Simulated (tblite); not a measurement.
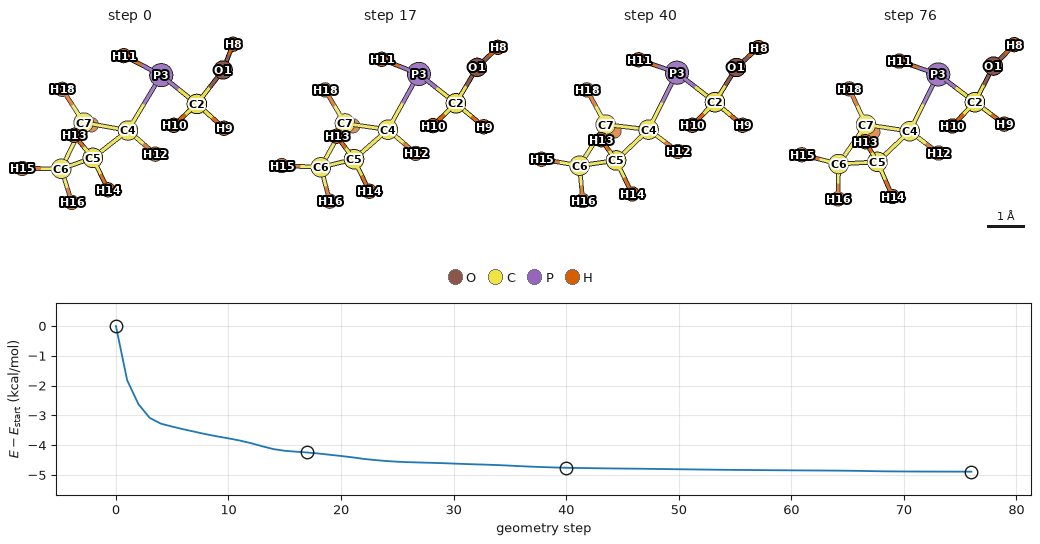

Frames of a relaxation of C5H11OP, marked on the history of the run. The picture is a ball-and-stick view, seen from a free direction.

Method: GFN2-xTB geometry optimisation, gas phase (tblite 0.8.0). 

What happens along the run?

After 76 geometry steps the energy has fallen by 4.89 kcal/mol. The atom that moves furthest after the best rigid fit is an H atom (0.46 Å). By element the largest moves are H 0.46 Å, O 0.29 Å, C 0.18 Å, P 0.10 Å. Some distances before and after: C–P 1.842 → 1.877 Å, C–O 1.433 → 1.404 Å, C–P 1.881 → 1.857 Å, H–P 1.420 → 1.400 Å. Bond angles that change, for instance: O–C–H 106.7° → 111.5°, C–O–H 105.1° → 109.1°, C–C–C 86.7° → 89.8°. Groups turn about C–O by about 25°. From step 0 to 17: the O atom moves most (0.18 Å), energy −4.24 kcal/mol. From step 17 to 40: an H atom moves most (0.21 Å), energy −0.51 kcal/mol. From step 40 to 76: an H atom moves most (0.15 Å), energy −0.13 kcal/mol.

```csv
step,"E − E(0), kcal/mol"
0,0.00
1,-1.82
2,-2.62
3,-3.08
4,-3.28
5,-3.37
6,-3.46
7,-3.55
8,-3.63
9,-3.70
10,-3.77
13,-4.03
17,-4.24
20,-4.36
24,-4.53
27,-4.58
31,-4.63
34,-4.67
38,-4.73
41,-4.76
45,-4.78
48,-4.79
52,-4.81
55,-4.83
59,-4.84
62,-4.85
66,-4.86
69,-4.88
73,-4.88
76,-4.89
```
